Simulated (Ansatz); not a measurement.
# Run report: AlAsH₄, single-point calculation

- system: AlAsH₄
- method: RHF-MP2, frozen core/def2-QZVPP (Ansatz 0.2.0)

The geometry comes from this level: PBE0-D4/def2-TZVP.

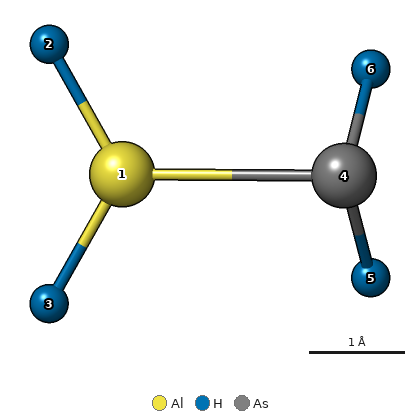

Figure 1. The input geometry (ball-and-stick view, seen on its broad side; atoms are numbered from 1 in the order of the input). Sticks mark near contacts.

## Key numbers

```json
{"quantity": "outcome", "value": "converged"}
{"quantity": "total energy", "value": "−67461.1066 eV"}
{"quantity": "mean-field energy", "value": "−67443.4202 eV"}
{"quantity": "SCF solution under orbital rotations", "value": "stable"}
{"quantity": "hardware", "value": "8 threads of Arm Neoverse V1, 23 GiB of memory available, shared host"}
{"quantity": "wall time", "value": "2.5 s (CPU time 17 s)"}
{"quantity": "peak memory", "value": "0.81 GiB"}
```

## The input
```yaml
crystal:
  periodic: [false, false, false]
  atoms:
    - {symbol: Al, position_ang: [-1.211976, 1.054118, -0.688212]}
    - {symbol: H, position_ang: [-0.577042, 2.506334, -0.620662]}
    - {symbol: H, position_ang: [-1.963478, 0.444438, 0.568807]}
    - {symbol: As, position_ang: [-0.890955, -0.307499, -2.672280]}
    - {symbol: H, position_ang: [-2.336267, -0.782816, -2.621505]}
    - {symbol: H, position_ang: [-1.214385, 0.873049, -3.577303]}
basis:
  gaussian: {orbitals: "def2-QZVPP.json"}
correlation: {method: mp2}
```

Launched with:
```bash
ansatz run in.yaml --threads 8 --pin off --events-out ev --progress --plain --max-ram 19148MiB
```

## Log
```
Functional definition: HF
  name "HF"
  cite "Fock, Z. Phys. 61, 126 (1930) doi:10.1007/BF01340294"
  parent pbe
  exchange = exact_x
  correlation = 0
1680 factors; integrals over basis functions are off by at most 9.2e-4 eV
mean field evaluation 1: about -67442.5031 eV, gradient 1.2e1 eV
mean field evaluation 2: about -67442.5637 eV, gradient 1.2e1 eV
mean field evaluation 4: about -67443.4103 eV, gradient 2.3e0 eV
mean field evaluation 8: about -67443.4200 eV, gradient 1.6e-1 eV
mean field -67443.42023365 eV, -2478.4999787945 hartree, gradient 2.0e-6 eV, S^2 0.000000; 0 other end points of the search recorded, 0 dependent functions left out
14 core orbitals not correlated: weight in the atoms' cores, before any rotation towards them, 1.000 or more for the frozen orbitals, at most 0.000 for the correlated occupied ones
reference -67443.42023365 eV, -2478.4999787945 hartree; 11, 11 occupied and 254, 254 virtual orbitals, 1680 factors
second order -17.68639514 eV of doubles, -0.00000000 eV of singles
Total energy: -67461.10662879 eV, -2479.1499418276 hartree
```
